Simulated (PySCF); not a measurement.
```yaml
atoms:
  - { symbol: C, position_ang: [2.2661, -0.9624, 0.2606] }
  - { symbol: Si, position_ang: [0.8881, 0.0767, -0.4891] }
  - { symbol: O, position_ang: [-0.3557, -0.9390, -0.8096] }
  - { symbol: C, position_ang: [-1.6831, -0.5561, -0.8058] }
  - { symbol: O, position_ang: [-2.0742, 0.1915, 0.2898] }
  - { symbol: Si, position_ang: [-1.2031, 1.3686, 1.0098] }
  - { symbol: O, position_ang: [0.3549, 1.2018, 0.5678] }
  - { symbol: H, position_ang: [2.5903, -1.7228, -0.4403] }
  - { symbol: H, position_ang: [1.9607, -1.4577, 1.1776] }
  - { symbol: H, position_ang: [3.1202, -0.3347, 0.4868] }
  - { symbol: H, position_ang: [1.2318, 0.8430, -1.6868] }
  - { symbol: H, position_ang: [-2.2838, -1.4767, -0.7964] }
  - { symbol: H, position_ang: [-1.9050, 0.0071, -1.7278] }
  - { symbol: H, position_ang: [-1.6017, 2.6789, 0.5122] }
  - { symbol: H, position_ang: [-1.3099, 1.0898, 2.4291] }
```

Geometry: GFN2-xTB.

Computed with PySCF 2.14.0, B3LYP/def2-SVPD, SCF density, gas phase.

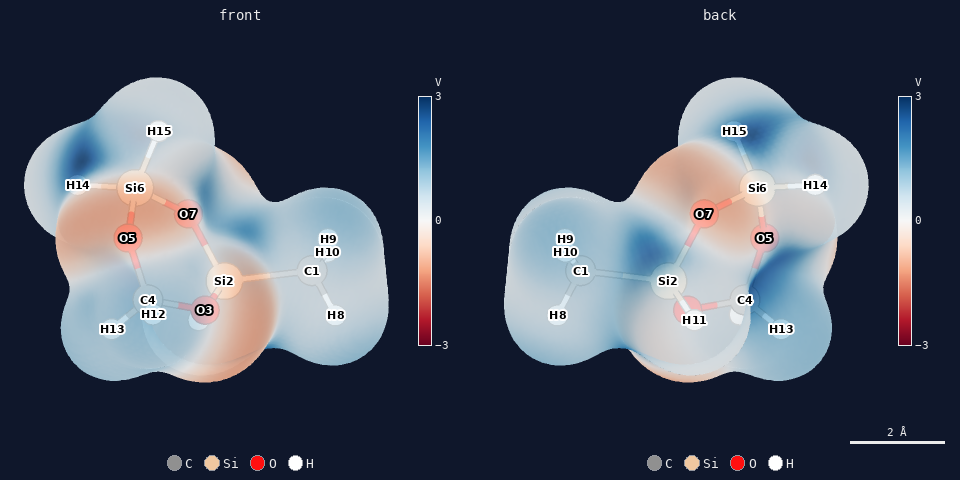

C₂H₈O₃Si₂. The molecular electrostatic potential painted on the density surface at 0.004 e/bohr³, seen from the front and from behind; the colour scale runs from red (negative) to blue (positive).

### Where is the surface potential most negative and most positive?

The most negative region (about −1.2 V) lies over O3 and O5, the most positive (about +2.5 V) over Si2 and Si6.

### How polar is the molecule by this calculation?

Its dipole moment is 0.49 D.
